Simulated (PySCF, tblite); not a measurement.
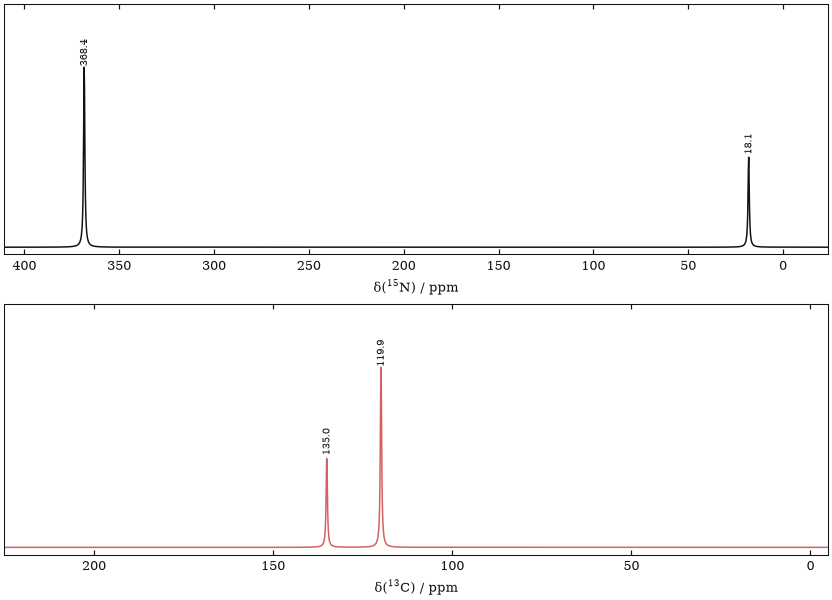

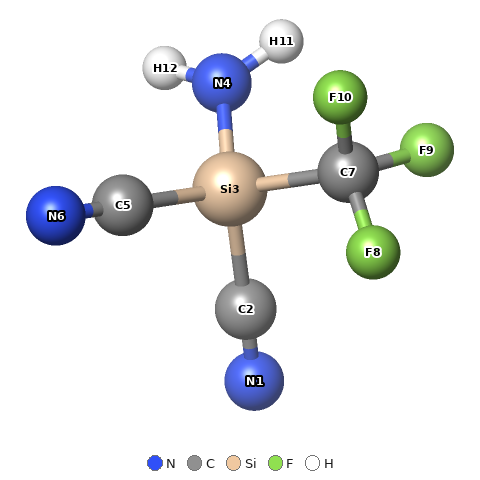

Spectrum and numbered structure of C₃H₂F₃N₃Si, SMILES N#C[Si](N)(C#N)C(F)(F)F. GIAO shifts, PBE0/pcSseg-1 with PySCF, at a GFN2-xTB geometry (a minimum by its frequencies), against NH₃ for ¹⁵N and TMS for ¹³C computed at the same level (¹⁵N: a single molecule, while the usual scales start at liquid NH₃ or nitromethane; multiply bonded nitrogen can come out tens of ppm too deshielded). Gas phase, fully decoupled, line heights follow the number of nuclei, widths are arbitrary (no quadrupolar broadening); values of one conformer, averaged over nuclei that symmetry, rotation about single bonds or inversion at nitrogen exchange, these motions taken as fast.

Assign the ¹⁵N signals to the numbered atoms.

Answer.
```tsv
δ (ppm)	nuclei	atoms
368.4	2	N1, N6
18.1	1	N4
```

Assign the ¹³C signals to the numbered atoms.

Answer.
| δ (ppm) | nuclei | atoms |
| --- | --- | --- |
| 135.0 | 1 | C7 |
| 119.9 | 2 | C2, C5 |

Known limits of this run: the tight-binding geometry is rougher than a DFT one and adds to the error.
